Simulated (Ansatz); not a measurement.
**CH₄Ge+ (quartet): the correlation ladder, cc-pVDZ**

How much of the correlation energy of CH₄Ge+ (quartet) does each wave-function method recover here?

Method: cc-pVDZ, core rule «outside noble gas», up to 15 orbitals frozen; program: Ansatz 0.2.0, Gaussian basis.

To be run: UHF; CCSD(T) on ROHF; CCSD(T) on UHF; BCCD(T) on ROHF; CISD; CCSDT(Q) on ROHF; CCSDT(Q) on UHF.

17 further runs of the same task are left out: 3 that didn't finish, 14 set aside as unsound or not needed.

### Step 1. The system

The geometry is a PBE0/def2-TZVP stationary point (not a proven minimum) of the parent state, kept for this charge and spin. No spin-orbit coupling is included. The filled d shell of Ge may be among the frozen orbitals whatever the setting's name suggests; the logs give the count.

6 atoms, charge 1, spin multiplicity 4.

Atoms are counted from 1 here; the program's logs count them from 0.

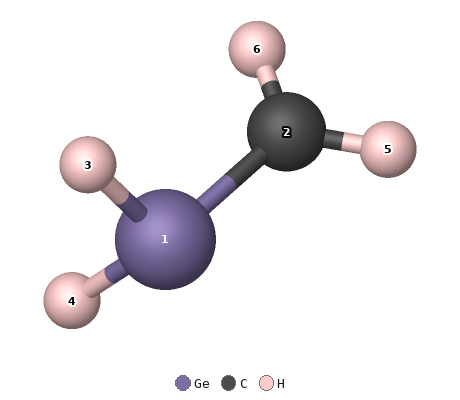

The structure; germanium purple, carbon dark grey, hydrogen pink; atoms are numbered from 1 in the order of the file.

Coordinates:

```xyz
6
charge 1, multiplicity 4
Ge    0.03069    0.00000    0.30353
C    -0.06159    0.00000   -1.61887
H    -0.64566    1.25789    0.90169
H    -0.64566   -1.25789    0.90169
H     0.82526    0.00000   -2.24189
H    -1.01209    0.00000   -2.14549
```

In the tables R marks a restricted open-shell determinant and U an unrestricted one; energies count from the table's Hartree-Fock row.

### Step 2. UHF

in.yaml reads:

```yaml
crystal:
  periodic: [false, false, false]
  atoms:
    - {symbol: Ge, position_ang: [0.030694, 0.000000, 0.303527]}
    - {symbol: C, position_ang: [-0.061588, 0.000000, -1.618867]}
    - {symbol: H, position_ang: [-0.645657, 1.257889, 0.901692]}
    - {symbol: H, position_ang: [-0.645656, -1.257890, 0.901692]}
    - {symbol: H, position_ang: [0.825261, 0.000000, -2.241892]}
    - {symbol: H, position_ang: [-1.012086, 0.000000, -2.145491]}
basis:
  gaussian: {orbitals: cc-pVDZ}
total_charge: 1
magnetization: {spin_polarized: true, initial_magnetization: 3}
hamiltonian: {xc: hf}
output: {orbitals: {seedname: orbitals}}
```

On the command line:

```sh
ansatz run in.yaml --threads 1 --pin off --events-out ev --progress --plain --max-ram 2393MiB
```

Output:

```text
Functional definition: HF
  name "HF"
  cite "Fock, Z. Phys. 61, 126 (1930) doi:10.1007/BF01340294"
  parent pbe
  exchange = exact_x
  correlation = 0
631 factors; integrals over basis functions are off by at most 1.2e-3 eV
mean field evaluation 1: about -57549.5356 eV, gradient 2.2e1 eV
mean field evaluation 2: about -57549.5388 eV, gradient 2.2e1 eV
mean field evaluation 4: about -57552.9580 eV, gradient 2.3e0 eV
mean field evaluation 8: about -57553.0503 eV, gradient 1.7e-4 eV
mean field evaluation 16: about -57553.3508 eV, gradient 1.7e0 eV
mean field evaluation 32: about -57553.3438 eV, gradient 4.0e-1 eV
mean field evaluation 64: about -57553.0501 eV, gradient 2.9e-2 eV
mean field -57553.43370618 eV, -2115.0496775835 hartree, gradient 1.8e-5 eV, S^2 3.775238; 2 other end points of the search recorded, 0 dependent functions left out
reference -57553.43370618 eV, -2115.0496775835 hartree; 22, 19 occupied and 39, 42 virtual orbitals, 631 factors
Total energy: -57553.43370618 eV, -2115.0496775835 hartree
```

It took 2.1 s on 1 thread of Arm Neoverse V2, shared host.

From the report: ⟨S²⟩ of the determinant 3.775 (pure quartet: 3.75).

### Step 3. CCSD(T) on ROHF

Changes to in.yaml since step 2:

```diff
@@ -12,4 +12,3 @@
 total_charge: 1
-magnetization: {spin_polarized: true, initial_magnetization: 3}
-hamiltonian: {xc: hf}
-output: {orbitals: {seedname: orbitals}}
+magnetization: {spin_polarized: false, initial_magnetization: 3}
+correlation: {method: ccsd_t, electrons: outside_noble_gas}
```

Same command.

Output (excerpt; [...] marks lines left out):

```text
Functional definition: HF
  name "HF"
  cite "Fock, Z. Phys. 61, 126 (1930) doi:10.1007/BF01340294"
  parent pbe
[...]
631 factors; integrals over basis functions are off by at most 1.2e-3 eV
[...]
mean field -57553.22591196 eV, -2115.0420412870 hartree, gradient 1.4e-6 eV, S^2 3.750000; 11 other end points of the search recorded, 0 dependent functions left out
[...]
determinant -57553.22591196 eV, -2115.0420412870 hartree, with singles and doubles -57559.17261587 eV, -2115.2605786248 hartree
determinant -57552.91664823 eV, -2115.0306760545 hartree, with singles and doubles -57558.96179907 eV, -2115.2528312503 hartree
determinant -57552.85728619 eV, -2115.0284945396 hartree, with singles and doubles -57559.06642689 eV, -2115.2566762518 hartree
determinant -57552.63208484 eV, -2115.0202185428 hartree, with singles and doubles -57558.88540824 eV, -2115.2500239389 hartree
[...]
determinant -57553.22591196 eV, -2115.0420412870 hartree, with singles and doubles -57559.17332156 eV, -2115.2606045582 hartree
determinant -57552.91664823 eV, -2115.0306760545 hartree, with singles and doubles -57559.08467979 eV, -2115.2573470335 hartree
determinant -57552.85728619 eV, -2115.0284945396 hartree, with singles and doubles -57559.14086642 eV, -2115.2594118540 hartree
determinant -57552.63208484 eV, -2115.0202185428 hartree, with singles and doubles -57558.88557335 eV, -2115.2500300067 hartree
[...]
15 core orbitals not correlated: weight in the atoms' cores, before any rotation towards them, 0.998 or more for the frozen orbitals, at most 0.001 for the correlated occupied ones
reference -57553.22591196 eV, -2115.0420412870 hartree; 7, 4 occupied and 39, 42 virtual orbitals, 631 factors
second order -4.69266110 eV of doubles, -0.10926198 eV of singles
cycle   1  -5.94741142 eV  change   -1.8e-6 eV  update   1.1e-6
perturbative correction -0.15118349 eV, -0.0055558907 hartree
Total energy: -57559.32450687 eV, -2115.2661605161 hartree
```

Run time: 15 s. Hardware: 1 thread of Arm Neoverse V2, shared host.

From the report: correlation -6.0986 eV; T1 0.033; largest double amplitude 0.05.

### Step 4. CCSD(T) on UHF

Changes to in.yaml since step 3:

```diff
@@ -12,3 +12,3 @@
 total_charge: 1
-magnetization: {spin_polarized: false, initial_magnetization: 3}
+magnetization: {spin_polarized: true, initial_magnetization: 3}
 correlation: {method: ccsd_t, electrons: outside_noble_gas}
```

Launched as before.

Output (excerpt; [...] marks lines left out):

```text
Functional definition: HF
  name "HF"
  cite "Fock, Z. Phys. 61, 126 (1930) doi:10.1007/BF01340294"
  parent pbe
[...]
631 factors; integrals over basis functions are off by at most 1.2e-3 eV
[...]
mean field -57553.43370618 eV, -2115.0496775835 hartree, gradient 1.7e-6 eV, S^2 3.775238; 9 other end points of the search recorded, 0 dependent functions left out
determinant -57553.43370618 eV, -2115.0496775835 hartree, with singles and doubles -57559.18394524 eV, -2115.2609949716 hartree
determinant -57553.05016129 eV, -2115.0355825690 hartree, with singles and doubles -57558.89979499 eV, -2115.2505526424 hartree
determinant -57550.70666057 eV, -2114.9494605058 hartree, with singles and doubles -57556.39166455 eV, -2115.1583805487 hartree
determinant -57553.43370618 eV, -2115.0496775835 hartree, with singles and doubles -57559.18449146 eV, -2115.2610150448 hartree
determinant -57553.05016129 eV, -2115.0355825690 hartree, with singles and doubles -57558.90021021 eV, -2115.2505679016 hartree
15 core orbitals not correlated: weight in the atoms' cores, before any rotation towards them, 0.998 or more for the frozen orbitals, at most 0.001 for the correlated occupied ones
reference -57553.43370618 eV, -2115.0496775835 hartree; 7, 4 occupied and 39, 42 virtual orbitals, 631 factors
second order -4.61822139 eV of doubles, -0.00000000 eV of singles
cycle   1  -5.75078644 eV  change   -1.2e-6 eV  update   3.1e-6
perturbative correction -0.14714467 eV, -0.0054074670 hartree
Total energy: -57559.33163729 eV, -2115.2664225541 hartree
```

Run time: 9 s. Hardware: 1 thread of Arm Neoverse V2, shared host.

From the report: ⟨S²⟩ of the determinant 3.775 (pure quartet: 3.75); correlation -5.8979 eV; T1 0.023; largest double amplitude 0.05.

### Step 5. BCCD(T) on ROHF

Changes to in.yaml since step 4:

```diff
@@ -12,3 +12,3 @@
 total_charge: 1
-magnetization: {spin_polarized: true, initial_magnetization: 3}
-correlation: {method: ccsd_t, electrons: outside_noble_gas}
+magnetization: {spin_polarized: false, initial_magnetization: 3}
+correlation: {method: bccd_t, electrons: outside_noble_gas}
```

Same command.

Output (excerpt; [...] marks lines left out):

```text
Functional definition: HF
  name "HF"
  cite "Fock, Z. Phys. 61, 126 (1930) doi:10.1007/BF01340294"
  parent pbe
[...]
631 factors; integrals over basis functions are off by at most 1.2e-3 eV
[...]
mean field -57553.22591196 eV, -2115.0420412870 hartree, gradient 1.4e-6 eV, S^2 3.750000; 11 other end points of the search recorded, 0 dependent functions left out
[...]
determinant -57553.22591196 eV, -2115.0420412870 hartree, with singles and doubles -57559.17261587 eV, -2115.2605786248 hartree
determinant -57552.91664823 eV, -2115.0306760545 hartree, with singles and doubles -57558.96179907 eV, -2115.2528312503 hartree
determinant -57552.85728619 eV, -2115.0284945396 hartree, with singles and doubles -57559.06642689 eV, -2115.2566762518 hartree
determinant -57552.63208484 eV, -2115.0202185428 hartree, with singles and doubles -57558.88540824 eV, -2115.2500239389 hartree
[...]
determinant -57552.91664823 eV, -2115.0306760545 hartree, with singles and doubles -57559.08467979 eV, -2115.2573470335 hartree
determinant -57552.85728619 eV, -2115.0284945396 hartree, with singles and doubles -57559.14086642 eV, -2115.2594118540 hartree
determinant -57552.63208484 eV, -2115.0202185428 hartree, with singles and doubles -57558.88557335 eV, -2115.2500300067 hartree
[...]
15 core orbitals not correlated: weight in the atoms' cores, before any rotation towards them, 0.998 or more for the frozen orbitals, at most 0.001 for the correlated occupied ones
reference -57553.22591196 eV, -2115.0420412870 hartree; 7, 4 occupied and 39, 42 virtual orbitals, 631 factors
second order -4.69266110 eV of doubles, -0.10926198 eV of singles
cycle   1  -5.94734582 eV  change    6.4e-5 eV  update   1.2e-2
[...]
cycle   9  -5.94038952 eV  change    3.9e-7 eV  update   1.2e-5
perturbative correction -0.15855042 eV, -0.0058266204 hartree
Total energy: -57559.32485191 eV, -2115.2661731959 hartree
```

Wall time 16 s (1 thread of Arm Neoverse V2, shared host).

From the report: correlation -6.0989 eV; largest double amplitude 0.05.

### Step 6. CISD

Changes to in.yaml since step 5:

```diff
@@ -13,2 +13,2 @@
 magnetization: {spin_polarized: false, initial_magnetization: 3}
-correlation: {method: bccd_t, electrons: outside_noble_gas}
+correlation: {active_space: {ras: {orbitals: [4, 3, 39], electrons: 11, max_holes: 2, max_particles: 2}, fixed_orbitals: true}}
```

Same command.

Output:

```text
Functional definition: HF
  name "HF"
  cite "Fock, Z. Phys. 61, 126 (1930) doi:10.1007/BF01340294"
  parent pbe
  exchange = exact_x
  correlation = 0
631 factors; integrals over basis functions are off by at most 1.2e-3 eV
mean field evaluation 1: about -57549.5503 eV, gradient 2.8e1 eV
mean field evaluation 2: about -57549.5532 eV, gradient 2.8e1 eV
mean field evaluation 4: about -57551.9544 eV, gradient 1.2e1 eV
mean field evaluation 8: about -57552.6318 eV, gradient 1.8e-1 eV
mean field evaluation 16: about -57552.6321 eV, gradient 2.6e-4 eV
mean field evaluation 32: about -57552.6321 eV, gradient 9.7e-5 eV
mean field evaluation 64: about -57552.6327 eV, gradient 3.2e-2 eV
mean field -57553.22591196 eV, -2115.0420412870 hartree, gradient 1.4e-6 eV, S^2 3.750000; 8 other end points of the search recorded, 0 dependent functions left out
reference -57553.22591196 eV, -2115.0420412870 hartree; 22, 19 occupied and 39, 42 virtual orbitals, 631 factors
state -57558.75677598 eV, -2115.2452967907 hartree
Total energy: -57558.75677598 eV, -2115.2452967907 hartree
```

Wall time 11 s (1 thread of Arm Neoverse V2, shared host).

From the report: 163,011 determinants.

### Step 7. CCSDT(Q) on ROHF

Changes to in.yaml since step 6:

```diff
@@ -13,2 +13,2 @@
 magnetization: {spin_polarized: false, initial_magnetization: 3}
-correlation: {active_space: {ras: {orbitals: [4, 3, 39], electrons: 11, max_holes: 2, max_particles: 2}, fixed_orbitals: true}}
+correlation: {method: ccsdt_q, electrons: outside_noble_gas}
```

Launched as before.

Output (excerpt; [...] marks lines left out):

```text
Functional definition: HF
  name "HF"
  cite "Fock, Z. Phys. 61, 126 (1930) doi:10.1007/BF01340294"
  parent pbe
[...]
1191 factors; integrals over basis functions are off by at most 1.7e-7 eV
[...]
mean field -57553.22605615 eV, -2115.0420465857 hartree, gradient 6.8e-6 eV, S^2 3.750000; 11 other end points of the search recorded, 0 dependent functions left out
[...]
determinant -57553.22605615 eV, -2115.0420465857 hartree, with singles and doubles -57559.17275664 eV, -2115.2605837981 hartree
determinant -57552.91679240 eV, -2115.0306813527 hartree, with singles and doubles -57558.96193810 eV, -2115.2528363596 hartree
determinant -57552.85742756 eV, -2115.0284997350 hartree, with singles and doubles -57559.06656699 eV, -2115.2566814001 hartree
determinant -57552.63222576 eV, -2115.0202237215 hartree, with singles and doubles -57558.88554755 eV, -2115.2500290585 hartree
[...]
determinant -57552.91679240 eV, -2115.0306813527 hartree, with singles and doubles -57559.08481930 eV, -2115.2573521603 hartree
determinant -57552.85742756 eV, -2115.0284997350 hartree, with singles and doubles -57559.14100698 eV, -2115.2594170194 hartree
determinant -57552.63222576 eV, -2115.0202237215 hartree, with singles and doubles -57558.88571274 eV, -2115.2500351290 hartree
[...]
15 core orbitals not correlated: weight in the atoms' cores, before any rotation towards them, 0.998 or more for the frozen orbitals, at most 0.001 for the correlated occupied ones
reference -57553.22605615 eV, -2115.0420465857 hartree; 7, 4 occupied and 39, 42 virtual orbitals, 1191 factors
second order -4.69268852 eV of doubles, -0.10926241 eV of singles
cycle   1  -5.57559613 eV  change   -7.7e-1 eV  update   8.1e-2
[...]
cycle  19  -6.13532454 eV  change   -1.1e-6 eV  update   5.3e-7
perturbative correction -0.00549157 eV, -0.0002018114 hartree
Total energy: -57559.36687226 eV, -2115.2677174154 hartree
```

It took 66 s on 1 thread of Arm Neoverse V2, shared host; peak memory 0.61 GiB.

From the report: correlation -6.1408 eV; T1 0.035; largest double amplitude 0.06.

### Step 8. CCSDT(Q) on UHF

Changes to in.yaml since step 7:

```diff
@@ -12,3 +12,3 @@
 total_charge: 1
-magnetization: {spin_polarized: false, initial_magnetization: 3}
+magnetization: {spin_polarized: true, initial_magnetization: 3}
 correlation: {method: ccsdt_q, electrons: outside_noble_gas}
```

Launched as before.

Output (excerpt; [...] marks lines left out):

```text
Functional definition: HF
  name "HF"
  cite "Fock, Z. Phys. 61, 126 (1930) doi:10.1007/BF01340294"
  parent pbe
[...]
1191 factors; integrals over basis functions are off by at most 1.7e-7 eV
[...]
mean field -57553.43385145 eV, -2115.0496829222 hartree, gradient 1.8e-6 eV, S^2 3.775238; 9 other end points of the search recorded, 0 dependent functions left out
determinant -57553.43385145 eV, -2115.0496829222 hartree, with singles and doubles -57559.18408622 eV, -2115.2610001522 hartree
determinant -57553.05030631 eV, -2115.0355878981 hartree, with singles and doubles -57558.89993480 eV, -2115.2505577801 hartree
determinant -57550.70680815 eV, -2114.9494659294 hartree, with singles and doubles -57556.39181235 eV, -2115.1583859804 hartree
determinant -57553.43385145 eV, -2115.0496829222 hartree, with singles and doubles -57559.18463266 eV, -2115.2610202337 hartree
determinant -57553.05030631 eV, -2115.0355878981 hartree, with singles and doubles -57558.90035013 eV, -2115.2505730434 hartree
15 core orbitals not correlated: weight in the atoms' cores, before any rotation towards them, 0.998 or more for the frozen orbitals, at most 0.001 for the correlated occupied ones
reference -57553.43385145 eV, -2115.0496829222 hartree; 7, 4 occupied and 39, 42 virtual orbitals, 1191 factors
second order -4.61824761 eV of doubles, -0.00000000 eV of singles
cycle   1  -5.38738366 eV  change   -7.7e-1 eV  update   7.7e-2
[...]
cycle  19  -5.93564421 eV  change   -6.9e-7 eV  update   4.7e-7
perturbative correction -0.00614631 eV, -0.0002258727 hartree
Total energy: -57559.37564197 eV, -2115.2680396963 hartree
```

Run time: 53 s. Hardware: 1 thread of Arm Neoverse V2, shared host; peak memory 0.5 GiB.

From the report: ⟨S²⟩ of the determinant 3.775 (pure quartet: 3.75); correlation -5.9418 eV; T1 0.025; largest double amplitude 0.06.

### Step 9. The ladder

The yardstick is UCCSDT(Q), where the cluster series has nearly closed. Rows without a time come out of other runs: HF, MP2 and CCSD of CCSD(T), CCSDT of CCSDT(Q).

Differences are taken before rounding.

| method | energy from the lowest RHF (meV) | from UCCSDT(Q) (meV) | time |
| --- | --- | --- | --- |
| RHF | 0.0 | +6149.7 |  |
| UHF | -207.8 | +5941.9 |  |
| RMP2 | -4801.9 | +1347.8 |  |
| UMP2 | -4826.0 | +1323.7 |  |
| RCCSD | -5947.4 | +202.3 |  |
| UCCSD | -5958.6 | +191.1 |  |
| RCCSD(T) | -6098.6 | +51.1 | 15 s |
| UCCSD(T) | -6105.7 | +44.0 | 9 s |
| BCCD(T) | -6098.9 | +50.8 | 16 s |
| RCCSDT | -6135.5 | +14.3 |  |
| UCCSDT | -6143.6 | +6.1 |  |
| RCCSDT(Q) | -6141.0 | +8.8 | 66 s |
| UCCSDT(Q) | -6149.7 | 0 | 53 s |

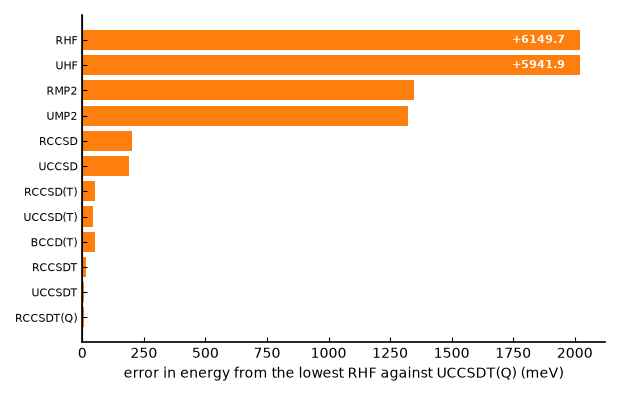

Deviations from UCCSDT(Q), method by method. Bars with a number in them are cut short.

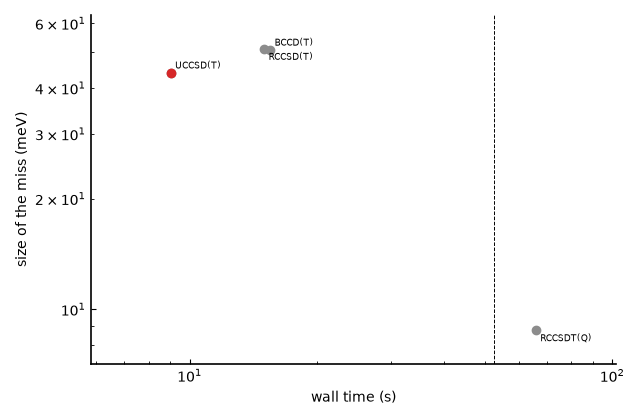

Accuracy for the time spent; red marks the levels that beat every quicker one drawn (of those quicker than the yardstick), and the dashed line is the time of UCCSDT(Q). Times are from a shared host.

Not comparable, so not listed: CISD (they don't share determinant, frozen orbitals or solution with the rows shown, or repeat one).

### Step 10. Summary of results

| quantity | value |
| --- | --- |
| UCCSDT(Q) below the RHF energy | -6.1497 eV |
| RMP2 from UCCSDT(Q) | +1347.8 meV |
| UMP2 from UCCSDT(Q) | +1323.7 meV |
| RCCSD from UCCSDT(Q) | +202.3 meV |
| RCCSD(T) from UCCSDT(Q) | +51.1 meV |
| UCCSD(T) from UCCSDT(Q) | +44.0 meV |
| RCCSDT(Q) from UCCSDT(Q) | +8.8 meV |
| levels within 1 kcal/mol (43 meV) | RCCSDT, UCCSDT, RCCSDT(Q) |
| T1 diagnostic | 0.033 |

What this shows: RCCSD(T) misses by +51.1 meV, 0.8 % of the correlation energy. These misses are within one basis, not against nature; the frozen cores of restricted and unrestricted runs differ, which can shift their rows.

UCCSD(T) reaches 44.0 meV from the reference in 9 s, where UCCSDT(Q) took 53 s.
